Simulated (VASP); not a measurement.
Band structure of NaLiCdS2 (space group P3m1). All values below come from LDA (Ceperley-Alder, Perdew-Zunger), VASP's LDA PAW potentials (set 64) (plane waves; VASP).

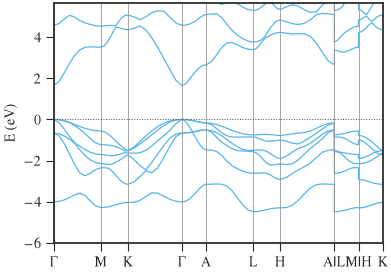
Fig. 1. Bands along high-symmetry lines, zero at the valence-band maximum or, without a gap, the Fermi level

Read the plot: is there a gap, and where are the band edges?

The gap is direct, 1.65 eV, from the valence maximum at Γ to the conduction minimum at Γ. (Edges off the drawn lines would not show.)

The structure comes from a computed database's NaLiCdS2 entry (P3m1); how it stands against other phases isn't given here. It was relaxed first, which changed the volume by -9 %.
